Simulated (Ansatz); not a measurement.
The calculation's input:

```
crystal:
  periodic: [false, false, false]
  atoms:
    - {symbol: Al, position_ang: [-0.130697, -0.122204, 0.004959]}
    - {symbol: Cl, position_ang: [0.670451, -1.284429, 1.959378]}
    - {symbol: "N", position_ang: [0.773903, -1.549601, -0.846435]}
    - {symbol: Si, position_ang: [1.482367, -2.600854, 0.258358]}
    - {symbol: H, position_ang: [0.619085, 1.276943, -0.029734]}
    - {symbol: H, position_ang: [-1.714238, -0.235741, 0.027210]}
    - {symbol: H, position_ang: [0.857677, -1.716487, -1.847193]}
basis:
  gaussian: {orbitals: def2-TZVPD}
hamiltonian: {xc: {name: PBE0}}
output: {forces: true, orbitals: {seedname: orbitals}}
```

Run with:

```sh
ansatz run input.yaml --threads 2 --pin off --max-ram 4350MiB --events-out events.jsonl --progress --plain --runs-dir runs
```

Geometry: PBE0-D3(BJ)/def2-SVP.

Theory: Ansatz 0.2.0, isolated molecule in a Gaussian basis; Kohn-Sham density functional theory, functional PBE0.

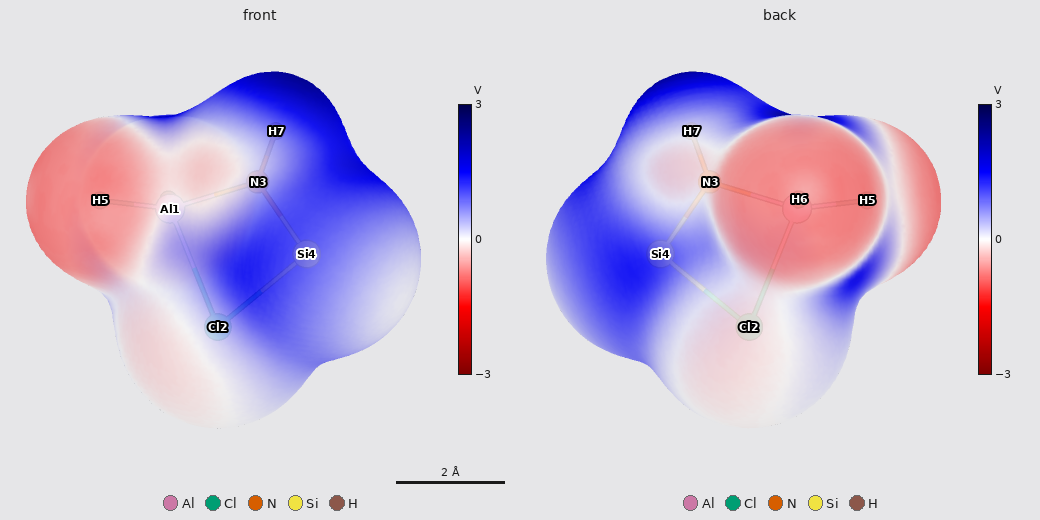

AlClH$_{3}$NSi. The molecular electrostatic potential painted on the density surface at 0.002 e/bohr³, seen from the front and from behind; red is negative and blue positive.

Where is the surface potential most negative and most positive?

The most negative region (about −0.8 V, or −18 kcal/mol for a unit charge) lies over H5 and H6, the most positive (about +2.3 V, or +53 kcal/mol for a unit charge) over Al1 and H7.

What dipole moment does the calculation give?

Its dipole moment is 2.66 D.
